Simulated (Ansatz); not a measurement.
## Sr2Ir (Fm-3m): relaxing the cell for a phonon run

Task: relax Sr2Ir (Fm-3m) tightly.

Program: Ansatz 0.2.0. Level of theory: DFT PBEsol, scalar-relativistic, plane waves, PAW; PAW set soft_1. Results are calculated unless marked as measured.

## 1. Set-up

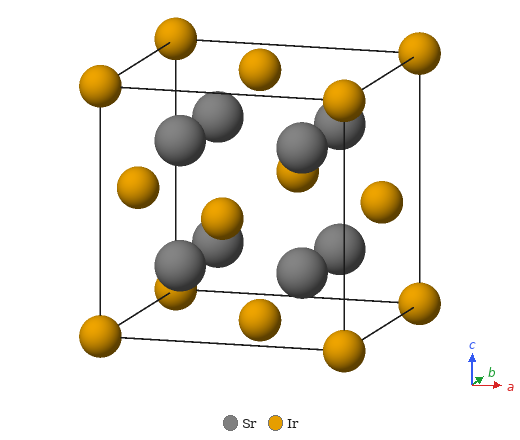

The cell as given, slightly off an axis (strontium grey, iridium orange). This picture shows the conventional cell, with its axes. Some periodic images of atoms are drawn too.

Coordinates:

```cif
data_structure
_symmetry_space_group_name_H-M 'P 1'
_symmetry_Int_Tables_number 1
_cell_length_a 5.1085
_cell_length_b 5.1085
_cell_length_c 5.1085
_cell_angle_alpha 60.000
_cell_angle_beta 60.000
_cell_angle_gamma 60.000
_cell_volume 94.27
loop_
_atom_site_label
_atom_site_type_symbol
_atom_site_fract_x
_atom_site_fract_y
_atom_site_fract_z
_atom_site_occupancy
Sr1 Sr 0.75000 0.75000 0.75000 1
Sr2 Sr 0.25000 0.25000 0.25000 1
Ir3 Ir 0.00000 0.00000 0.00000 1
```

## 2. Probe on a coarse mesh

First a cheap look: the gap decides the mesh and the occupations, the pressure tells how far the cell has to move.

File input.yaml:

```yaml
crystal:
  lattice:
    - [0.0, 3.61222778, 3.61222778]
    - [3.61222778, 0.0, 3.61222778]
    - [3.61222778, 3.61222778, 0.0]
  atoms:
    - { symbol: Sr, position: [0.75, 0.75, 0.75] }
    - { symbol: Sr, position: [0.25, 0.25, 0.25] }
    - { symbol: Ir, position: [0.0, 0.0, 0.0] }
kpoints:
  mp_grid: { grid: [4, 4, 4] }
hamiltonian:
  xc: pbesol
  pseudopotentials: { kind: paw, azcp: { folder: soft_1 }, xc_functional: pbe }
scf:
  occupations: { method: gaussian, width: 0.1 }
output:
  forces: true
  stress: true
  eigenvalues: true
```

Launch:

```console
> ansatz run input.yaml --threads 4 --pin off --max-ram 10240MiB --backend cpu --events-out ev --progress --plain --runs-dir out
```

Numbers of over 12 decimals in the logs are rounded to 6 here.

The log of the run:

```text
Engine: ansatz 0.2.0, aarch64-unknown-linux-gnu
Pseudopotentials: kind: paw
Pseudopotential: Sr, paw, valence charge 10, recommended cutoff 420 eV (normal), soft_1/Sr.paw.azcp
Pseudopotential: Ir, paw, valence charge 17, recommended cutoff 420 eV (normal), soft_1/Ir.paw.azcp
Functional definition: PBEsol
  exchange = pbesol_x
  correlation = pbesol_c
Crystal: 3 atoms, lattice volume = 94.266 Å³
[...]
--- Band table (eV; the first three rows and the last of 8) ---
  k-point 0: bands = [... 15 lower, 8.1209, 8.1209, 8.1209, 9.7951, 9.7951, 9.7951, 12.3502, 12.3502]
  k-point 1: bands = [... 15 lower, 7.8723, 8.0332, 8.0332, 9.1489, 10.3135, 10.3135, 12.4448, 12.4448]
  k-point 2: bands = [... 15 lower, 7.7918, 7.9583, 7.9583, 8.3785, 10.9899, 10.9899, 12.6923, 13.0474]
  k-point 7: bands = [... 15 lower, 7.4964, 7.9576, 8.0497, 9.8362, 9.8362, 10.8208, 12.0836, 12.2977]
[key lines of the parts left out:]
SCF converged after 7 iterations
Free energy (F): -18784.956880 eV
Fermi energy:    9.081205 eV
P = ⅓ Tr σ = -1.7253 GPa (-17.253 kbar)
```

Elapsed: 1.2 s, on 4 threads of Arm Neoverse V1, shared host; peak memory 0.34 GiB; 2.3 s of CPU time.

This step gave:

* pressure: -1.725 GPa
* volume per atom: 31.42 Å³
* gap on the k-mesh: 0 eV

The coarse mesh shows no gap and a pressure of -1.7 GPa.

## 3. Relaxation

The cell and atoms are relaxed, since residual forces and stress would shift the frequencies.

input.yaml: that of step 2 with these lines changed.

```diff
@@ -10,3 +10,3 @@
 kpoints:
-  mp_grid: { grid: [4, 4, 4] }
+  mp_grid: { grid: [10, 10, 10] }
 hamiltonian:
@@ -20 +20,6 @@
   eigenvalues: true
+relax:
+  adjacent_minimum: "off"
+  f_tol: 0.005
+  max_steps: 80
+  cell: { stress_tol: 0.05 }
```

The log of the run:

```text
[...]
Crystal: 3 atoms, lattice volume = 94.266 Å³
Basis set: ecut = 420 eV, 1837 PW (Γ), exchange–correlation on 72×72×72 points (8 copies of the dense FFT grid, shifted against one another)
Bands: 23, of which v1, the nominal top of the filled ones, is band 19 counted from 1 (18 counted from 0)
Symmetry: 48 space group operations
[...]
k-points: 47 of 1000
[...]
SCF iter   1: F=—  HF=-18786.473714 eV  |F-HF|=—  |Δ(HF+E_count)|=         —  Δρ=7.71e-2  dr2=1.06e1  ethr=3.10e-3  ⟨swp⟩=8.6  Hψ=6449  notcnv=0
[...]
SCF iter   9: F=-18784.952448 eV  HF=-18784.952448 eV  |F-HF|=2.30e-8  |Δ(HF+E_count)|=   1.13e-7  Δρ=3.88e-6  dr2=3.24e-8  ethr=2.70e-10  ⟨swp⟩=6.3  Hψ=5722  notcnv=0
SCF 1 converged in 9 iterations: F = -18784.952448 eV  dr2 = 3.24e-8
[...]
relax step   1: F+E_penalty+E_count = -18784.95244755 eV  Δ(F+E_penalty+E_count) = +0.000e0 eV  max|allowed force component| = 6.168e-18 eV/Å  Δτ_max = 0.0000 Å  P = -1.591 GPa  Ω = 94.266 Å³  (9 SCF iters, dr2 threshold 1.00e-7 eV, accepted)
Crystal: 3 atoms, lattice volume = 90.117 Å³
Basis set: ecut = 420 eV, 1807 PW (Γ), exchange–correlation on 72×72×72 points (8 copies of the dense FFT grid, shifted against one another)
[...]
iter 1 solved again at ethr=3.31e-5 eV; its pass at ethr=3.10e-3 eV (dr2=1.22e-2 eV) is discarded
[...]
SCF iter   7: F=-18784.971833 eV  HF=-18784.971833 eV  |F-HF|=4.46e-9  |Δ(HF+E_count)|=   8.44e-8  Δρ=3.68e-6  dr2=1.44e-8  ethr=8.11e-10  ⟨swp⟩=6.3  Hψ=4743  notcnv=0
SCF 2 converged in 7 iterations: F = -18784.971833 eV  dr2 = 1.44e-8
relax step   2: F+E_penalty+E_count = -18784.97183279 eV  Δ(F+E_penalty+E_count) = -1.939e-2 eV  max|allowed force component| = 1.511e-16 eV/Å  Δτ_max = 0.0000 Å  P = +0.183 GPa  Ω = 90.117 Å³  energy of the carried Pulay correction = +2.557e-4 eV  (7 SCF iters, dr2 threshold 3.00e-7 eV, accepted)
Crystal: 3 atoms, lattice volume = 90.527 Å³
[...]
SCF iter   1: F=—  HF=-18784.972044 eV  |F-HF|=—  |Δ(HF+E_count)|=         —  Δρ=3.06e-4  dr2=1.28e-4  ethr=1.86e-7  ⟨swp⟩=3.1  Hψ=6894  notcnv=0
eigensolver tolerance schedule calibrated: the retry pair's looser diagonalisation under-reported the residual by θ = 0.46 (0.11/decade); ethr = c·dr2/N_el runs at the constant in force after the calibration composes with the one it found (an armed cap, an earlier calibration), c = 8.3e-2
[...]
SCF iter   2: F=—  HF=-18784.972027 eV  |F-HF|=—  |Δ(HF+E_count)|=   1.69e-5  Δρ=1.13e-4  dr2=2.42e-5  ethr=1.86e-7  ⟨swp⟩=2.0  Hψ=1389  notcnv=0
[...]
SCF iter   5: F=-18784.972025 eV  HF=-18784.972025 eV  |F-HF|=4.30e-9  |Δ(HF+E_count)|=   1.23e-7  Δρ=4.29e-6  dr2=1.97e-8  ethr=1.87e-10  ⟨swp⟩=3.3  Hψ=4741  notcnv=0
SCF 3 converged in 5 iterations: F = -18784.972025 eV  dr2 = 1.97e-8
relax step   3: F+E_penalty+E_count = -18784.97202464 eV  Δ(F+E_penalty+E_count) = -1.918e-4 eV  max|allowed force component| = 1.234e-16 eV/Å  Δτ_max = 0.0000 Å  P = -0.012 GPa  Ω = 90.527 Å³  energy of the carried Pulay correction = +2.300e-4 eV  (5 SCF iters, dr2 threshold 8.33e-8 eV, accepted)
[...]
SCF iter   1: F=—  HF=-18784.971781 eV  |F-HF|=—  |Δ(HF+E_count)|=         —  Δρ=3.78e-5  dr2=2.32e-7  ethr=2.12e-6  ⟨swp⟩=3.2  Hψ=9286  notcnv=0
eigensolver tolerance schedule: the retry pair's looser diagonalisation over-reported the residual by 3375.16 of it (diagonalisation noise at an unbounded share of the residual, at the tolerance the schedule requests for it); recorded, not acted on — ethr = c·dr2/N_el stays at c = 1.0e-1
SCF iter   2: F=—  HF=-18784.971778 eV  |F-HF|=—  |Δ(HF+E_count)|=   2.82e-6  Δρ=1.99e-5  dr2=7.02e-8  ethr=6.27e-10  ⟨swp⟩=3.0  Hψ=2442  notcnv=0
[...]
SCF iter   7: F=-18784.971778 eV  HF=-18784.971778 eV  |F-HF|=1.46e-11  |Δ(HF+E_count)|=  7.28e-12  Δρ=7.68e-8  dr2=1.16e-11  ethr=1.00e-12  ⟨swp⟩=7.4  Hψ=5586  notcnv=0
SCF 4 converged in 7 iterations: F = -18784.971778 eV  dr2 = 1.16e-11
relax step   4: F+E_penalty+E_count = -18784.97177840 eV  Δ(F+E_penalty+E_count) = +2.462e-4 eV  max|allowed force component| = 1.187e-16 eV/Å  Δτ_max = 0.0000 Å  P = -0.011 GPa  Ω = 90.527 Å³  stress off target by 1.08e-2 GPa  SCF on the basis re-selected at this cell (its energy is not comparable with the rows above)  (7 SCF iters)
basis re-selected at this cell: Δ(F+E_penalty+E_count) = +2.462e-4 eV, ΔP = +0.001 GPa vs the last step (what re-selecting the basis moved, of the pressure what is left beyond the Pulay correction that the steps carried, after the strain that the cell walked since its last selection, with what the two solves' SCF thresholds leave and, on support functions, any second-order correction that the steps lacked; it is no m [...]
SCF converged after 7 iterations
Free energy (F): -18784.971778 eV
[...]
Internal energy: -18784.955086 eV  (E = F + TS)
E sigma→0 (E₀):  -18784.963432 eV
Entropy (-TS):   -0.016692 eV (-5.564 meV/atom)
Fermi energy:    9.568991 eV
[...]
--- Stress (GPa, compression-positive) ---
       -0.010759       0.000000       0.000000
        0.000000      -0.010759       0.000000
        0.000000      -0.000000      -0.010759
  P = ⅓ Tr σ = -0.0108 GPa (-0.108 kbar)
--- Band table (eV; the first three rows and the last of 47) ---
  k-point 0: bands = [... 15 lower, 8.5608, 8.5608, 8.5608, 10.2260, 10.2260, 10.2260, 12.9046, 12.9046]
  k-point 1: bands = [... 15 lower, 8.4981, 8.5395, 8.5395, 10.0938, 10.3250, 10.3250, 12.9128, 12.9128]
  k-point 2: bands = [... 15 lower, 8.3535, 8.4881, 8.4881, 9.8004, 10.5983, 10.5983, 12.9549, 12.9549]
  k-point 46: bands = [... 15 lower, 7.9632, 8.3590, 8.4692, 9.9165, 10.8817, 11.3821, 12.5111, 12.6683]
--- Relaxed structure (3 steps of the walk, 3 accepted, 1 SCFs on fresh bases) ---
  F+E_penalty+E_count = -18784.97177840 eV   max|allowed force component| = 1.187e-16 eV/Å   (the final SCF, on the basis selected at the relaxed cell)
  cell:  # Å, volume = 90.5267 Å³
    - [0, 3.563819, 3.563819]
    - [3.563819, 0, 3.563819]
    - [3.563819, 3.563819, 0]
  atoms:
    - { symbol: Sr, position: [0.750000, 0.750000, 0.750000] }
    - { symbol: Sr, position: [0.250000, 0.250000, 0.250000] }
    - { symbol: Ir, position: [0, 0, 0] }
```

Elapsed: 7.5 s, on 4 threads; peak memory 0.45 GiB; 28 s of CPU time.

The steps of the relaxation:

```
step  energy less that of the first step (eV)  largest force component (eV/Å)  pressure (GPa)  volume (Å³)
   1                                   0.0000                          0.0000           -1.59        94.27
   2                                  -0.0194                          0.0000            0.18        90.12
   3                                  -0.0196                          0.0000           -0.01        90.53
  4*                                  -0.0193                          0.0000           -0.01        90.53
```

Relaxation steps marked * repeat the geometry before them on a plane-wave basis chosen anew for their cell, so energy and pressure can jump there.

The run keeps the 48 symmetry operations that it works with, so distortions that break them were not tested.

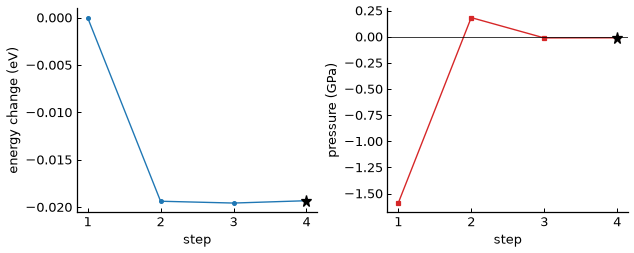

Energy and pressure along the relaxation. Stars mark steps on a basis chosen anew.

```
conventional cell, symmetrised  before  after  change
                         a (Å)   7.224  7.128  -1.3 %
                         b (Å)   7.224  7.128  -1.3 %
                         c (Å)   7.224  7.128  -1.3 %
              volume (Å³/atom)   31.42  30.18  -4.0 %
```

Final coordinates:

```xyz
3
Lattice="0.0000 3.5638 3.5638 3.5638 0.0000 3.5638 3.5638 3.5638 0.0000" Properties=species:S:1:pos:R:3 pbc="T T T"
Sr    5.3457    5.3457    5.3457
Sr    1.7819    1.7819    1.7819
Ir    0.0000    0.0000    0.0000
```

Numbers from this step:

- pressure: -0.01076 GPa
- volume per atom: 30.18 Å³

In this step the volume went from 31.42 to 30.18 Å³/atom.

## 4. Tight relaxation

Phonons need a cell at rest on their own settings, so the relaxation is repeated with tight tolerances on forces and stress on the k mesh and occupations of the first response run.

input.yaml, the sections that differ from step 3:

```yaml
crystal:
  lattice:
    - [0.0, 3.5638189872, 3.5638189872]
    - [3.5638189872, 0.0, 3.5638189872]
    - [3.5638189872, 3.5638189872, 0.0]
  atoms:
    - { symbol: Sr, position: [0.75, 0.75, 0.75] }
    - { symbol: Sr, position: [0.25, 0.25, 0.25] }
    - { symbol: Ir, position: [0.0, 0.0, 0.0] }
kpoints:
  mp_grid: { grid: [12, 12, 12] }
scf:
  occupations: { method: methfessel_paxton, width: 0.2 }
relax:
  adjacent_minimum: "off"
  f_tol: 0.001
  max_steps: 60
  cell: { stress_tol: 0.01 }
# hamiltonian, output: as in step 3
```

The log of the run:

```text
[...]
Crystal: 3 atoms, lattice volume = 90.527 Å³
Basis set: ecut = 420 eV, 1807 PW (Γ), exchange–correlation on 72×72×72 points (8 copies of the dense FFT grid, shifted against one another)
Bands: 23, of which v1, the nominal top of the filled ones, is band 19 counted from 1 (18 counted from 0)
[... 1 set-up line as in the run before ...]
[...]
k-points: 72 of 1728
[...]
k-point 71: bands = [... 15 lower, 7.9068, 8.3736, 8.4714, 10.4002, 10.4002, 11.3703, 12.6889, 12.8383]
--- Relaxed structure (2 steps of the walk, 2 accepted, 1 SCFs on fresh bases) ---
[...]
cell:  # Å, volume = 90.4084 Å³
    - [0, 3.562265, 3.562265]
    - [3.562265, 0, 3.562265]
    - [3.562265, 3.562265, 0]
  atoms:
    - { symbol: Sr, position: [0.75, 0.75, 0.75] }
    - { symbol: Sr, position: [0.250000, 0.250000, 0.250000] }
    - { symbol: Ir, position: [0, 0, 0] }
[key lines of the parts left out:]
SCF converged after 8 iterations
Free energy (F): -18784.967174 eV
Fermi energy:    9.599002 eV
P = ⅓ Tr σ = 0.0078 GPa (0.078 kbar)
```

The job ended after 8.4 s (4 threads; peak memory 0.47 GiB; 32 s of CPU time).

Little changed from the start: no atom moved by 0.005 Å and no cell edge by 0.1 %.

This step gave:

- pressure: 0.007844 GPa
- volume per atom: 30.14 Å³

The forces vanish by symmetry and the pressure is 0.008 GPa, within the tolerances set. The cell now holds 30.14 Å³/atom.

## 5. Outcome

- space group after relaxation (within 0.01 Å): Fm-3m
- lattice constant a: 7.125 Å
- lattice constant b: 7.125 Å
- lattice constant c: 7.125 Å
- volume per atom: 30.1 Å³

The forces vanish by symmetry and the pressure is 0.008 GPa, within the tolerances set. The cell now holds 30.14 Å³/atom. The relaxation keeps the symmetry of its start, so it says nothing on stability against lower symmetry. The runs are without spin polarisation, although the cell has an odd electron count. Spin-orbit coupling is left out, which can matter for the heavy elements here. The PAW files were made for PBE and serve the other functionals too.

[Logs are printed without paths, hosts, clocks, repeated set-up lines and the standing remarks that a program may print on its own settings, such as how far it seeks lower states.]

[Hosts, paths, dates, database ids (printed as entryN), source tags and the programs' standing remarks are cut or masked in the printed files.]
